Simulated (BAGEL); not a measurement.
# SiNH5 (Si(NH2)H3) at HF/STO-3G (density fitting with qzvpp-jkfit)

What is the vertical singlet–triplet gap of SiNH5 (Si(NH2)H3) at HF/STO-3G (density fitting with qzvpp-jkfit)? 

Program for the calculation: BAGEL 1.2.2.

**1. The system as given**

SiNH5 has 7 atoms, charge 0, and is taken as a singlet. As SMILES, `[H][Si]([H])([H])N`. The coordinates come from a GFN2-xTB relaxation.

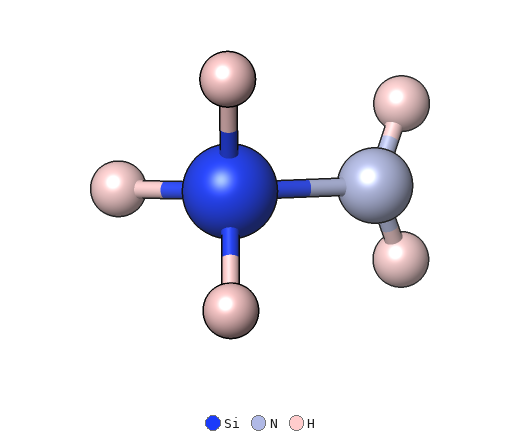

The structure, seen from a chosen angle (silicon blue, nitrogen light blue, hydrogen pink).

**2. A single-point energy at HF/STO-3G (density fitting with qzvpp-jkfit)**

The input, input.json:

```json
{ "bagel" : [

{
  "title" : "molecule",
  "basis" : "sto-3g",
  "df_basis" : "qzvpp-jkfit",
  "angstrom" : true,
  "geometry" : [
    { "atom" : "Si", "xyz" : [      -0.000690,       0.002380,      -0.682990 ] },
    { "atom" : "N", "xyz" : [       0.090660,       0.178690,       1.028560 ] },
    { "atom" : "H", "xyz" : [       0.707680,      -0.428190,       1.543790 ] },
    { "atom" : "H", "xyz" : [      -0.763660,       0.307400,       1.545850 ] },
    { "atom" : "H", "xyz" : [       1.387750,      -0.009920,      -1.135540 ] },
    { "atom" : "H", "xyz" : [      -0.747920,       1.169350,      -1.146100 ] },
    { "atom" : "H", "xyz" : [      -0.673820,      -1.219710,      -1.153570 ] }
  ]
},

{ "title" : "hf" },

{ "title" : "print", "file" : "orbitals.molden", "orbitals" : true }

]}
```

Command:

```bash
$ BAGEL_NUM_THREADS=1 BAGEL input.json > input.out
```

Log:

```text
* using 1 threads per process

  ===============================================================
  ===============================================================

  *** Geometry ***

  { "atom" : "Si", "xyz" : [     -0.001304,      0.004498,     -1.290664 ] },
  { "atom" : "N", "xyz" : [      0.171323,      0.337675,      1.943697 ] },
  { "atom" : "H", "xyz" : [      1.337321,     -0.809162,      2.917340 ] },
  { "atom" : "H", "xyz" : [     -1.443108,      0.580902,      2.921233 ] },
  { "atom" : "H", "xyz" : [      2.622467,     -0.018746,     -2.145860 ] },
  { "atom" : "H", "xyz" : [     -1.413364,      2.209751,     -2.165815 ] },
  { "atom" : "H", "xyz" : [     -1.273335,     -2.304918,     -2.179931 ] },

  Number of auxiliary basis functions:      295

  Since a DF basis is specified, we compute 2- and 3-index integrals:
    o Being stored without compression. Storage requirement is 0.001 GB

  Number of basis functions:       19
  Number of electrons      :       26

    * METHOD: MOLECULE                             0.04

  *** RHF ***

  === Nuclear Repulsion ===
    65.1674046877

      * DIIS with orbital gradients will be used.

  === RHF iteration (sto-3g) ===
      0       -342.22430020          0.01398820           0.00
      1       -342.24802591          0.00310388           0.00
      2       -342.24946575          0.00066546           0.00
      3       -342.24957887          0.00009158           0.00
      4       -342.24958215          0.00002428           0.00
      5       -342.24958239          0.00000207           0.00
      6       -342.24958239          0.00000053           0.00
      7       -342.24958239          0.00000011           0.00
      8       -342.24958239          0.00000001           0.00
      9       -342.24958239          0.00000000           0.00
    * SCF iteration converged.

    * Permanent dipole moment:
           (    0.187573,     0.376123,    -0.002585) a.u.

    * METHOD: HF                                   0.06

    * METHOD: PRINT                                0.00

  ===============================================================
```

Run time: 0.26 s. Hardware: 1 thread of Arm Neoverse V2, shared host.

**3. The triplet at the same level**

The input, job.json:

```json
{ "bagel" : [

{
  "title" : "molecule",
  "basis" : "sto-3g",
  "df_basis" : "qzvpp-jkfit",
  "angstrom" : "true",
  "geometry" : [
    { "atom" : "Si", "xyz" : [   -0.000690,    0.002380,   -0.682990 ] },
    { "atom" : "N", "xyz" : [    0.090660,    0.178690,    1.028560 ] },
    { "atom" : "H", "xyz" : [    0.707680,   -0.428190,    1.543790 ] },
    { "atom" : "H", "xyz" : [   -0.763660,    0.307400,    1.545850 ] },
    { "atom" : "H", "xyz" : [    1.387750,   -0.009920,   -1.135540 ] },
    { "atom" : "H", "xyz" : [   -0.747920,    1.169350,   -1.146100 ] },
    { "atom" : "H", "xyz" : [   -0.673820,   -1.219710,   -1.153570 ] }
  ]
},
{
  "title" : "uhf",
  "nopen" : 2
},
{
  "title" : "print",
  "file" : "orbitals.molden",
  "orbitals" : "true"
}

]}
```

Command:

```bash
$ BAGEL_NUM_THREADS=1 BAGEL job.json > job.out
```

Log:

```text
* using 1 threads per process

  ===============================================================
  ===============================================================

  *** Geometry ***

  { "atom" : "Si", "xyz" : [     -0.001304,      0.004498,     -1.290664 ] },
  { "atom" : "N", "xyz" : [      0.171323,      0.337675,      1.943697 ] },
  { "atom" : "H", "xyz" : [      1.337321,     -0.809162,      2.917340 ] },
  { "atom" : "H", "xyz" : [     -1.443108,      0.580902,      2.921233 ] },
  { "atom" : "H", "xyz" : [      2.622467,     -0.018746,     -2.145860 ] },
  { "atom" : "H", "xyz" : [     -1.413364,      2.209751,     -2.165815 ] },
  { "atom" : "H", "xyz" : [     -1.273335,     -2.304918,     -2.179931 ] },

  Number of auxiliary basis functions:      295

  Since a DF basis is specified, we compute 2- and 3-index integrals:
    o Being stored without compression. Storage requirement is 0.001 GB

  Number of basis functions:       19
  Number of electrons      :       26

    * METHOD: MOLECULE                             0.04

  *** Open-shell HF ***

  === Nuclear Repulsion ===
    65.1674046877

      * DIIS with orbital gradients will be used.

  === UHF iteration (sto-3g) ===
      0       -341.83095194          0.01489301           0.01
      1       -341.87031682          0.00718236           0.01
      2       -341.88291850          0.00398776           0.01
      3       -341.89060881          0.00111753           0.01
      4       -341.89198614          0.00066303           0.01
      5       -341.89271433          0.00022349           0.01
      6       -341.89281706          0.00008817           0.00
      7       -341.89282970          0.00003950           0.00
      8       -341.89283097          0.00001450           0.00
      9       -341.89283108          0.00000224           0.00
     10       -341.89283110          0.00000154           0.00
     11       -341.89283111          0.00000101           0.00
     12       -341.89283111          0.00000040           0.00
     13       -341.89283111          0.00000008           0.01
     14       -341.89283111          0.00000003           0.00
     15       -341.89283111          0.00000002           0.00
     16       -341.89283111          0.00000001           0.00
     17       -341.89283111          0.00000000           0.00
    * SCF iteration converged.

    * S^2 (UHF) is 2.0073

    * Permanent dipole moment:
           (   -0.029735,    -0.050023,    -1.344176) a.u.

    * METHOD: UHF                                  0.12

    * METHOD: PRINT                                0.00

  ===============================================================
```

Wall time 0.34 s (1 thread of Arm Neoverse V2, shared host).

**4. Summary of results**

At HF/STO-3G (density fitting with qzvpp-jkfit):

| quantity | value |
| --- | --- |
| singlet: total energy | -342.24958 Eh |
| singlet: dipole moment | 1.07 D |
| singlet: HOMO energy | -8.12 eV |
| singlet: LUMO energy | 14.03 eV |
| singlet: HOMO–LUMO gap | 22.15 eV |
| triplet: total energy | -341.89283 Eh |
| triplet: dipole moment | 3.42 D |
| triplet: ⟨S²⟩ | 2.007 |
| vertical energy of the triplet above the singlet | 9.708 eV |

What this shows: At this shape the triplet lies 9.71 eV (224 kcal/mol) above the singlet. In a minimal basis such a difference can be off by several eV, whatever the method.
